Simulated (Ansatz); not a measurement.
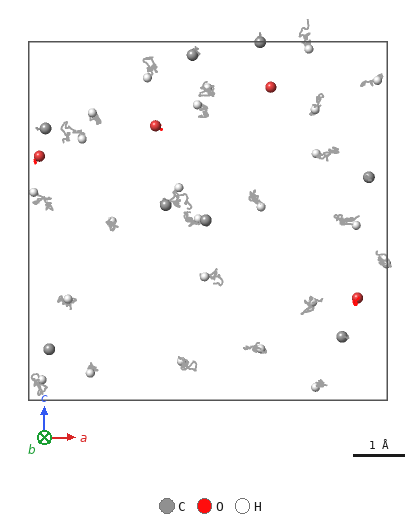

Molecular dynamics of a periodic cell with 4 CH3CH2OH at 0.876 g/cm³, 100 fs long. It starts from the last geometry of an earlier run, with fresh velocities. Lines trace each atom's path, in the colour of its element; spheres stand at the starting positions. Seen along the b axis in the simulation cell.

These are results of DFT PBE-D3(BJ), scalar-relativistic, plane waves, PAW (Ansatz), not measurements. Run with plane-wave cutoff 420 eV; k-point mesh 1 × 1 × 1; Fermi-Dirac smearing 0.05 eV; low-accuracy preset; Langevin thermostat (NVT); set temperature 500 K; time step 0.5 fs; friction 0.5 per fs.

Describe the motion.

Answer. Root-mean-square distances from the starting positions over the second half, with the common drift of all atoms taken out: H 0.28 Å, O 0.14 Å, C 0.12 Å. The heavy atoms stay within a fraction of a molecule's size of their starting places; so short a run doesn't tell a liquid from a solid. The friction is so strong that the slow modes are overdamped, and the motion no longer resembles free dynamics.

Limits of the set-up: the program's low-accuracy preset was used; the periodic images lie only 7.0 Å apart, so the values are limited by the cell's size.
